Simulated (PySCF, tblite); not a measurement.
# C5H11N: a rotation path, then NMR shifts on frames, part 2 of 2

tblite 0.8.0 and PySCF 2.14.0. Atoms count from 0. Earlier steps stand in the parts before.

## Step 5: Shielding tensors: image 5, PBE0/pcSseg-1

What the job is given:

```
{"job": {"kind": "nmr", "xc": "PBE0", "basis": "pcSseg-1", "pop": false}, "charge": 0, "multiplicity": 1}
C     -1.323100    -1.114300    -0.862400
C     -1.113000    -0.135300     0.002700
C     -2.236400     0.470300     0.789700
C      0.243500     0.485800     0.241200
N      1.315300    -0.492400     0.221100
C      2.620300     0.067600     0.497100
H     -2.306500    -1.526700    -1.013000
H     -0.539100    -1.552600    -1.454500
H     -3.153600    -0.097300     0.657500
H     -2.412500     1.495100     0.461900
H     -1.989100     0.496900     1.849400
H      0.398400     1.292100    -0.505500
H      0.252500     0.961400     1.227600
H      1.333600    -0.951000    -0.683600
H      2.912600     0.878100    -0.190000
H      3.360800    -0.728000     0.430300
H      2.629200     0.462500     1.513900
```

Method: GIAO PBE0/pcSseg-1 NMR shielding, non-relativistic, gas phase.

Log:

```text
coarse grid: 13312 points
cycle   1  E = -251.4432474990  dE =  5.382e-01  |g| = 4.275e-01  |ddm| = 3.501e+00
cycle   2  E = -251.4396995301  dE =  3.548e-03  |g| = 4.588e-01  |ddm| = 8.780e-01
cycle   3  E = -251.4918790119  dE = -5.218e-02  |g| = 5.275e-02  |ddm| = 4.679e-01
cycle   4  E = -251.4922858597  dE = -4.068e-04  |g| = 2.756e-02  |ddm| = 5.678e-02
cycle   5  E = -251.4924489222  dE = -1.631e-04  |g| = 5.952e-03  |ddm| = 2.551e-02
cycle   6  E = -251.4924553426  dE = -6.420e-06  |g| = 3.166e-03  |ddm| = 6.927e-03
cycle   7  E = -251.4924577301  dE = -2.387e-06  |g| = 2.217e-04  |ddm| = 2.564e-03
final grid: 126128 points
cycle   8  E = -251.5271285374  dE = -3.809e-05  |g| = 8.384e-03  |ddm| = 3.115e-02
cycle   9  E = -251.5271256461  dE =  2.891e-06  |g| = 9.116e-03  |ddm| = 1.602e-02
cycle  10  E = -251.5271467934  dE = -2.115e-05  |g| = 8.993e-04  |ddm| = 8.629e-03
cycle  11  E = -251.5271469679  dE = -1.745e-07  |g| = 2.167e-04  |ddm| = 8.426e-04
cycle  12  E = -251.5271469775  dE = -9.572e-09  |g| = 9.402e-05  |ddm| = 2.192e-04
cycle  13  E = -251.5271469795  dE = -1.983e-09  |g| = 1.930e-05  |ddm| = 8.983e-05
cycle  14  E = -251.5271469795  dE = -8.168e-11  |g| = 1.772e-06  |ddm| = 1.838e-05
converged SCF energy = -251.5271469795

GIAO shielding tensors (ppm)
atom      isotropic    diamagn.    paramagn.     s11        s22        s33       span
  0 C       72.979     254.009    -181.030    -35.948     94.899    159.986    195.934
  1 C       32.290     260.864    -228.574    -91.211     29.636    158.445    249.656
  2 C      158.622     245.570     -86.948    135.222    153.790    186.854     51.632
  3 C      127.188     248.313    -121.125    108.929    116.331    156.304     47.376
  4 N      224.605     320.423     -95.818    186.049    220.245    267.521     81.471
  5 C      147.185     243.637     -96.452    122.842    133.706    185.007     62.165
  6 H       26.398      31.169      -4.770     23.824     25.214     30.157      6.334
  7 H       26.909      33.829      -6.919     24.158     24.919     31.651      7.492
  8 H       29.783      29.048       0.735     25.858     28.507     34.985      9.127
  9 H       29.665      28.673       0.992     26.225     27.722     35.048      8.823
 10 H       29.913      29.305       0.608     26.038     28.878     34.825      8.787
 11 H       28.261      32.427      -4.166     25.265     27.107     32.411      7.146
 12 H       29.079      33.416      -4.338     24.723     28.939     33.574      8.851
 13 H       31.645      36.048      -4.403     21.391     33.545     39.997     18.606
 14 H       29.142      28.717       0.425     24.956     26.839     35.632     10.675
 15 H       28.766      27.949       0.817     24.414     26.503     35.382     10.967
 16 H       29.288      28.974       0.313     25.158     27.279     35.426     10.268
```

Run time: 13 s. Hardware: 1 thread of Arm Neoverse V2, shared host; peak memory 0.84 GiB.

Key values: δ C1 154.6, C0 113.9, C3 59.7, C5 39.7, H6 5.32, H7 4.81 ppm.

## Step 6: NMR shieldings: image 6, PBE0/pcSseg-1

What the job is given:

```
{"job": {"kind": "nmr", "xc": "PBE0", "basis": "pcSseg-1", "pop": false}, "charge": 0, "multiplicity": 1}
C     -1.304500    -1.203500    -0.752900
C     -1.112600    -0.163400     0.041600
C     -2.262700     0.541400     0.699600
C      0.240200     0.437800     0.334900
N      1.340100    -0.477700     0.103600
C      2.637100     0.067200     0.443500
H     -2.294700    -1.581500    -0.945400
H     -0.499900    -1.728900    -1.234500
H     -3.188000    -0.007900     0.548300
H     -2.383200     1.543100     0.287000
H     -2.086700     0.641100     1.769300
H      0.338400     1.369200    -0.261200
H      0.273000     0.735400     1.389200
H      1.344500    -0.751100    -0.873800
H      2.892300     0.987600    -0.106100
H      3.395000    -0.685200     0.229200
H      2.664700     0.288500     1.511100
```

Level: GIAO PBE0/pcSseg-1 NMR shielding, non-relativistic, gas phase.

Log:

```text
coarse grid: 13312 points
cycle   1  E = -251.4452930915  dE =  5.386e-01  |g| = 4.286e-01  |ddm| = 3.503e+00
cycle   2  E = -251.4410820126  dE =  4.211e-03  |g| = 4.625e-01  |ddm| = 8.921e-01
cycle   3  E = -251.4942023429  dE = -5.312e-02  |g| = 5.564e-02  |ddm| = 4.804e-01
cycle   4  E = -251.4946584094  dE = -4.561e-04  |g| = 2.979e-02  |ddm| = 6.195e-02
cycle   5  E = -251.4948548819  dE = -1.965e-04  |g| = 6.698e-03  |ddm| = 2.820e-02
cycle   6  E = -251.4948637294  dE = -8.847e-06  |g| = 3.107e-03  |ddm| = 7.474e-03
final grid: 126128 points
cycle   7  E = -251.5292635720  dE = -3.250e-05  |g| = 1.003e-02  |ddm| = 3.201e-02
cycle   8  E = -251.5292426633  dE =  2.091e-05  |g| = 1.358e-02  |ddm| = 2.234e-02
cycle   9  E = -251.5292886976  dE = -4.603e-05  |g| = 1.978e-03  |ddm| = 1.316e-02
cycle  10  E = -251.5292896661  dE = -9.685e-07  |g| = 2.139e-04  |ddm| = 1.626e-03
cycle  11  E = -251.5292896736  dE = -7.445e-09  |g| = 1.274e-04  |ddm| = 2.728e-04
cycle  12  E = -251.5292896770  dE = -3.363e-09  |g| = 1.423e-05  |ddm| = 1.031e-04
cycle  13  E = -251.5292896770  dE = -4.479e-11  |g| = 2.068e-06  |ddm| = 1.815e-05
converged SCF energy = -251.5292896770

GIAO shielding tensors (ppm)
atom      isotropic    diamagn.    paramagn.     s11        s22        s33       span
  0 C       73.784     253.912    -180.128    -31.421     92.060    160.713    192.134
  1 C       33.764     260.706    -226.942    -88.692     32.950    157.034    245.726
  2 C      160.213     245.617     -85.404    138.749    153.427    188.462     49.713
  3 C      126.449     248.312    -121.862    107.662    113.541    158.145     50.483
  4 N      225.309     320.491     -95.182    195.292    214.276    266.358     71.066
  5 C      147.385     243.484     -96.099    123.286    133.833    185.037     61.751
  6 H       26.470      31.163      -4.693     24.025     25.171     30.212      6.187
  7 H       26.876      33.784      -6.909     24.498     24.642     31.486      6.988
  8 H       29.743      29.091       0.652     25.757     28.552     34.920      9.163
  9 H       29.720      28.835       0.885     26.223     27.807     35.130      8.907
 10 H       30.009      29.211       0.798     26.037     28.913     35.077      9.041
 11 H       28.310      32.485      -4.176     24.740     27.752     32.437      7.697
 12 H       28.929      33.077      -4.148     24.448     29.153     33.186      8.738
 13 H       31.668      36.102      -4.434     21.641     33.457     39.905     18.264
 14 H       29.105      28.665       0.440     24.923     26.723     35.669     10.746
 15 H       28.724      27.906       0.818     24.242     26.568     35.362     11.120
 16 H       29.252      28.926       0.326     25.282     27.129     35.344     10.062
```

It took 13 s on 1 thread of Arm Neoverse V2, shared host; peak memory 0.84 GiB.

This run: δ C1 153.2, C0 113.1, C3 60.5, C5 39.5, H6 5.25, H7 4.84 ppm.

## Step 7: Nuclear shieldings: image 8, PBE0/pcSseg-1

What the job is given:

```
{"job": {"kind": "nmr", "xc": "PBE0", "basis": "pcSseg-1", "pop": false}, "charge": 0, "multiplicity": 1}
C     -1.276900    -1.366200    -0.508400
C     -1.114000    -0.209500     0.111000
C     -2.264000     0.673200     0.495900
C      0.237500     0.325200     0.505100
N      1.337200    -0.411400    -0.084800
C      2.629400     0.094300     0.323700
H     -2.255500    -1.730400    -0.772800
H     -0.440400    -1.993600    -0.758300
H     -3.210800     0.222000     0.211900
H     -2.179900     1.644600     0.008700
H     -2.265200     0.843200     1.572300
H      0.277300     1.405000     0.258300
H      0.339100     0.246900     1.595400
H      1.258000    -0.373200    -1.097200
H      2.767900     1.168900     0.121300
H      3.408400    -0.461000    -0.195200
H      2.744900    -0.065800     1.396500
```

Level: GIAO PBE0/pcSseg-1 NMR shielding, non-relativistic, gas phase.

Log:

```text
coarse grid: 13312 points
cycle   1  E = -251.4488932699  dE =  5.415e-01  |g| = 4.271e-01  |ddm| = 3.511e+00
cycle   2  E = -251.4440338794  dE =  4.859e-03  |g| = 4.637e-01  |ddm| = 9.066e-01
cycle   3  E = -251.4976088020  dE = -5.357e-02  |g| = 5.961e-02  |ddm| = 4.983e-01
cycle   4  E = -251.4981589601  dE = -5.502e-04  |g| = 3.108e-02  |ddm| = 6.816e-02
cycle   5  E = -251.4983771213  dE = -2.182e-04  |g| = 6.786e-03  |ddm| = 2.982e-02
cycle   6  E = -251.4983862675  dE = -9.146e-06  |g| = 3.052e-03  |ddm| = 7.750e-03
final grid: 126128 points
cycle   7  E = -251.5331288668  dE = -3.428e-05  |g| = 1.030e-02  |ddm| = 3.314e-02
cycle   8  E = -251.5331087776  dE =  2.009e-05  |g| = 1.370e-02  |ddm| = 2.315e-02
cycle   9  E = -251.5331552388  dE = -4.646e-05  |g| = 1.916e-03  |ddm| = 1.350e-02
cycle  10  E = -251.5331561444  dE = -9.056e-07  |g| = 2.382e-04  |ddm| = 1.605e-03
cycle  11  E = -251.5331561543  dE = -9.876e-09  |g| = 1.324e-04  |ddm| = 3.155e-04
cycle  12  E = -251.5331561579  dE = -3.656e-09  |g| = 1.489e-05  |ddm| = 1.127e-04
cycle  13  E = -251.5331561580  dE = -4.769e-11  |g| = 1.930e-06  |ddm| = 1.877e-05
converged SCF energy = -251.5331561580

GIAO shielding tensors (ppm)
atom      isotropic    diamagn.    paramagn.     s11        s22        s33       span
  0 C       72.063     253.703    -181.639    -32.956     88.548    160.597    193.553
  1 C       34.457     261.221    -226.764    -86.971     34.610    155.732    242.703
  2 C      161.668     245.843     -84.175    144.674    152.007    188.323     43.649
  3 C      125.226     248.749    -123.524    101.543    115.523    158.611     57.068
  4 N      220.701     321.221    -100.520    186.880    210.715    264.506     77.627
  5 C      147.152     243.524     -96.371    121.067    135.516    184.874     63.808
  6 H       26.483      31.105      -4.622     23.919     25.323     30.206      6.287
  7 H       26.210      33.090      -6.880     23.516     24.275     30.839      7.322
  8 H       29.751      29.177       0.574     25.741     28.515     34.996      9.255
  9 H       29.950      29.449       0.502     26.219     28.399     35.233      9.015
 10 H       29.930      28.837       1.092     26.093     28.338     35.359      9.266
 11 H       28.630      33.175      -4.545     24.424     28.493     32.974      8.549
 12 H       28.558      32.428      -3.870     24.946     28.509     32.220      7.274
 13 H       31.922      36.072      -4.150     23.031     32.904     39.831     16.800
 14 H       29.168      28.776       0.392     25.056     26.834     35.615     10.560
 15 H       28.749      27.987       0.762     24.279     26.607     35.361     11.082
 16 H       29.154      28.842       0.312     25.197     26.981     35.283     10.086
```

Run time: 13 s. Hardware: 1 thread of Arm Neoverse V2, shared host; peak memory 0.84 GiB.

Key values: δ C1 152.5, C0 114.9, C3 61.7, C5 39.8, H7 5.51, H6 5.23 ppm.

## Step 8: Comparing the runs: NMR shifts

Shifts (ppm) of some atoms, chosen among heavy atoms and hydrogens apart, with basis size and wall time:

```csv
frame,C1,C0,C3,C2,H7,H10,N4,functions,time
image 0,156.3,116.9,64.5,23.7,5.17,2.84,53.0,157,13 s
image 2,156.9,117.6,62.1,26.8,4.99,2.34,53.7,157,13 s
image 5,154.6,113.9,59.7,28.3,4.81,1.80,43.1,157,13 s
image 6,153.2,113.1,60.5,26.7,4.84,1.71,42.4,157,13 s
image 8,152.5,114.9,61.7,25.3,5.51,1.79,47.0,157,13 s
```

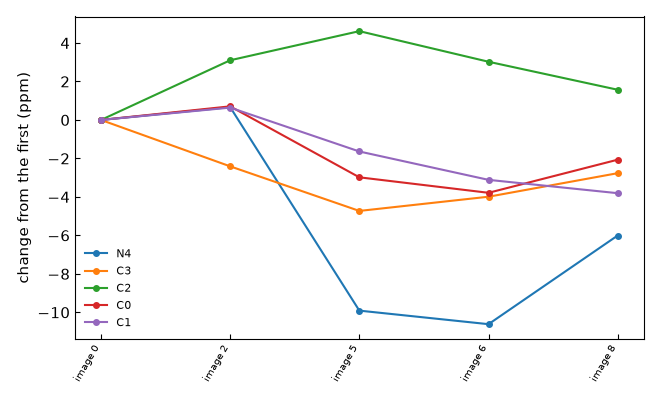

How five of the tabulated atoms move from run to run.

## Step 9: Summary of results

This closing draws on all 2 parts.

| quantity | value |
| --- | --- |
| barrier | 0.098 eV (2.3 kcal/mol) at image 5 |
| end to end (GFN2-xTB) | 0.038 eV |
| 13C shifts against TMS (PBE0/pcSseg-1, image 0) | 156.3, 116.9, 64.5, 40.2, 23.7 ppm |
| 1H shifts against TMS (PBE0/pcSseg-1, image 0) | 5.17, 5.07, 3.21, 3.02, 2.96, 2.84, 2.59, 2.47, 1.73, 1.66, -0.37 ppm |
| 15N shifts against NH3 (PBE0/pcSseg-1, image 0) | 53.0 ppm |
| range of the shift of N4 | 42.4 to 53.7 ppm |

In words: Along the band the dihedral turns by 130°, and the top (dihedral 143°) lies 2.3 kcal/mol above the start (GFN2-xTB, rough), so at room temperature this motion is fast. Ends this close can change order at a higher level. The top was not checked by a frequency run. Shifts at one fixed geometry are not the observed spectrum, which averages over the motion. In the first frame run (image 0): Shielding is most anisotropic at C1 (span 250 ppm, paramagnetic term -230 ppm). Across the 5 runs the shift of N4 moves most, between 42.4 (image 6) and 53.7 ppm (image 2).
